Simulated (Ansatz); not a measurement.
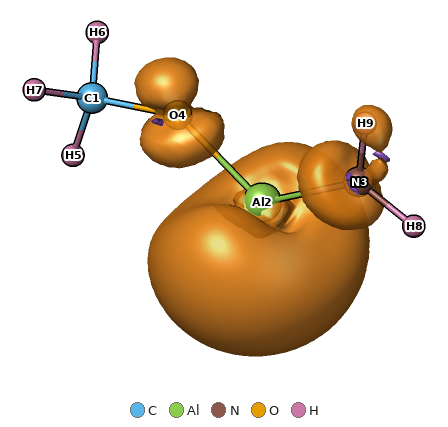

Figure. CH$_{5}$AlNO (doublet). Isosurfaces of the spin density at +0.015 (orange) and −0.015 e/Å³ (purple), seen at a tilt.

Geometry: B3LYP-D3(BJ)/6-311G**.

The calculation used isolated molecule in a Gaussian basis; Kohn-Sham density functional theory, functional PBE0 in Ansatz 0.2.0.

```xyz
9

C    -1.2860    0.6182    2.0064
Al   -0.9626   -2.2713    2.0239
N     0.2055   -3.4068    1.2992
O    -0.6852   -0.6128    1.6882
H    -2.1752    0.5056    2.6407
H    -1.5896    1.1367    1.0898
H    -0.5728    1.2592    2.5369
H     0.1823   -4.4101    1.4012
H     0.9874   -3.1205    0.7251
```

Question: Where is the unpaired spin?

Answer: The unpaired spin (1 electron) lies mostly on Al2 (about 0.8), in electrons by Hirshfeld's partition.
